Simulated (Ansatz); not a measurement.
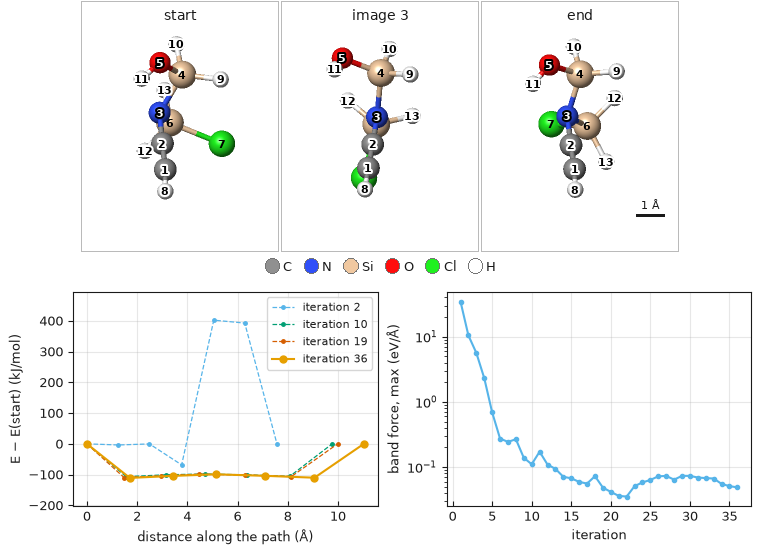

NEB run on C$_{2}$H$_{6}$ClNOSi$_{2}$. Images are numbered from 0 (start) to 6 (end). The plot follows the band through its iterations. A ball-and-stick model, seen from a free direction.

Computed with RKS PBE0-D4/def2-SVP (Ansatz 0.2.0). Set-up: 5 movable images; climbing image; force threshold 0.03 eV/Å; iteration limit 36; starting path through a guess of the saddle point; end points as typed, not relaxed.

Question: Judge this run.

Answer: The result isn't final. The band hadn't converged when the run stopped after 36 iterations. The largest component of the band force went from 35 to 0.049 eV/Å. The end points weren't relaxed, so energies relative to them aren't barriers between minima. The first iteration put the highest image at 1316.7 kJ/mol. Relative to the start the highest point is image 0 at 0.0 kJ/mol and the end lies at −0.1 kJ/mol, but the profile dips to −110.8 kJ/mol at image 1 on the way, so there may be an intermediate minimum, or an end is no minimum.
